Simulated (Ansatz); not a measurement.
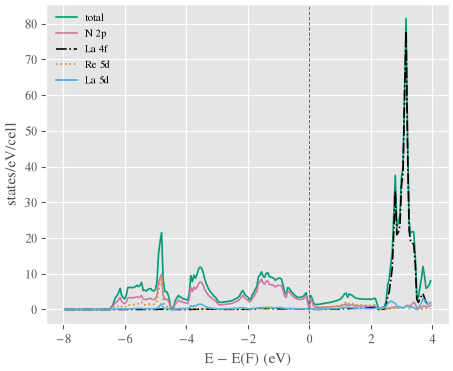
Fig. 1. Total and projected density of states of La₂TaReN₆ in space group Fm-3m (No. 225; La on 8c, Ta on 4b, Re on 4a, N on 24e), the program Ansatz at the PBE level (PAW)

Which orbitals carry the states next to the Fermi level?

Within 0.5 eV of the Fermi level: N 2p 73 %, Re 5d 10 %, La 5d 6 %. Projections are on Löwdin-orthogonalised atomic valence shells; empty p or d shells of many metals are not among them.

Where is the tallest occupied peak in this window, and what makes it?

Near -4.8 eV, about 22 states/eV per cell; the largest projected share is N 2p.

The start of the workflow was typed in or built on a structure type; neither database checked (COD, Materials Project) lists it. Whether it is the stable phase at ambient conditions was not checked. The cell keeps a stress of up to 0.2 GPa. The PBE relaxation kept the symmetry of its start; whether a distortion lowers the energy is not shown. The workflow began spin-polarised and lost its moments. Spin–orbit coupling is left out wherever it is not named.

Potentials: the later of the program's two PAW sets.
